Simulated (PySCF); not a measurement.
C$_{3}$H$_{10}$OSi$_{2}$, charge +1, doublet, SMILES `C[SiH2]CC(=[O+])[SiH3]`.

Level of theory: B3LYP/def2-SVP (PySCF), at a geometry from GFN2-xTB. No frequency check shows the geometry to be a minimum. GFN2-xTB doesn't know the spin state, so this open-shell geometry is rough.

The calculation's input:

```python
import numpy as np
from pyscf import gto, scf, dft
from pyscf.scf import atom_ks, atom_hf
from scipy.linalg import block_diag

def solve(mol, dm0=None, hcore=None):
    mf = (dft.UKS if mol.spin else dft.RKS)(mol, xc='b3lyp')
    mf.grids.level = 3
    mf = mf.density_fit(auxbasis='def2-universal-jkfit')
    mf.conv_tol, mf.max_cycle = 1e-8, 80
    if hcore is not None:
        mf.get_hcore = lambda *args: hcore
    mf.kernel(dm0)
    if not mf.converged:
        mf = mf.newton().run(mf.mo_coeff, mf.mo_occ, max_cycle=30)
    assert mf.converged, 'SCF not converged'
    return mf

mol = gto.M(atom='''
C      2.66955    -0.85096    -0.14267
Si     1.75480     0.78948    -0.26675
C      0.11106     0.58666     0.89582
C     -0.69515    -0.42763     0.32204
O     -0.55430    -1.57280     0.06314
Si    -2.60397     0.24126    -0.25646
H      3.07215    -1.01405     0.85628
H      3.50778    -0.88083    -0.83465
H      2.02628    -1.69794    -0.37928
H      1.20119     1.10751    -1.58304
H      2.36144     1.93754     0.40248
H     -0.36828     1.55308     0.99711
H      0.48208     0.25343     1.86486
H     -2.17867     1.37789    -1.07317
H     -3.16384    -0.90968    -0.94549
H     -3.13012     0.57679     1.06358
''', basis='def2-svp', charge=1, spin=1, verbose=4)
mf = solve(mol)
out = dict(e0=mf.e_tot, dm0=mf.make_rdm1(), c=mf.mo_coeff, occ=mf.mo_occ, eps=mf.mo_energy)
for name, dq, spin in [('cation', 1, 0), ('anion', -1, 0)]:
    ion = mol.copy().set(charge=mol.charge + dq, spin=spin).build()
    mi = solve(ion)
    if spin and dq > 0 and mol.nao < 130:
        c, _, stable, _ = mi.stability(return_status=True)
        if not stable:
            mi = solve(ion, mi.make_rdm1(c, mi.mo_occ))
    print(name, 'vertical energy change / eV', (mi.e_tot - mf.e_tot) * 27.211386)
    out.update({'e_' + name: mi.e_tot, 'dm_' + name: mi.make_rdm1(), 's2_' + name: mi.spin_square()[0], 'eps_' + name: mi.mo_energy, 'occ_' + name: mi.mo_occ})
# spherically averaged free atoms, for the promolecule
atm = atom_ks.get_atm_nrks(mol, xc='b3lyp')
pro = block_diag(*[(atm[a[0]][2] * atm[a[0]][3]) @ atm[a[0]][2].T for a in mol._atom])
np.savez('result.npz', pro=pro, **out)
```

Command:

```sh
OMP_NUM_THREADS=1 python input.py
```

The run took 3.2 min on 1 thread of Intel(R) Xeon(R) Processor @ 2.50GHz (Skylake/Cascade Lake), on a shared host, peak memory 0.72 GiB.

Partitions, critical points and surface values were worked out afterwards from this run's density.

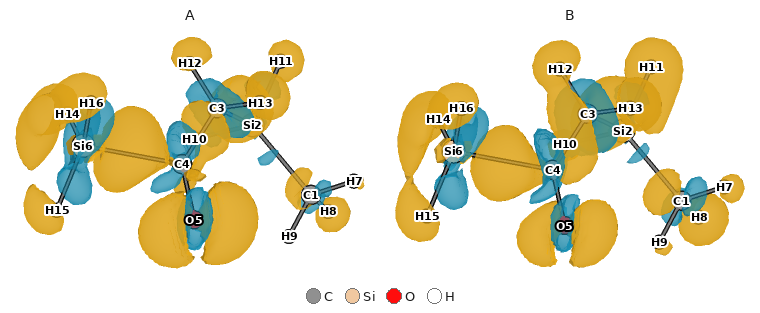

The two Fukui functions at ±0.02 e/Å³ (yellow positive, teal negative).

Q: Which panel is f⁻ (electron removed) and which f⁺ (electron added)?

A: A is f⁺, B is f⁻. f⁻ (Hirshfeld-condensed) is largest on Si6 (0.14), O5 (0.14) and C4 (0.10); the vertical ionisation energy is 14.71 eV (to the singlet dication, which needn't be its lowest state). f⁺ (Hirshfeld-condensed) is largest on O5 (0.22) and Si6 (0.21); the vertical electron affinity is 7.54 eV (to the singlet neutral species, which needn't be its lowest state; rough: the basis has no diffuse functions).
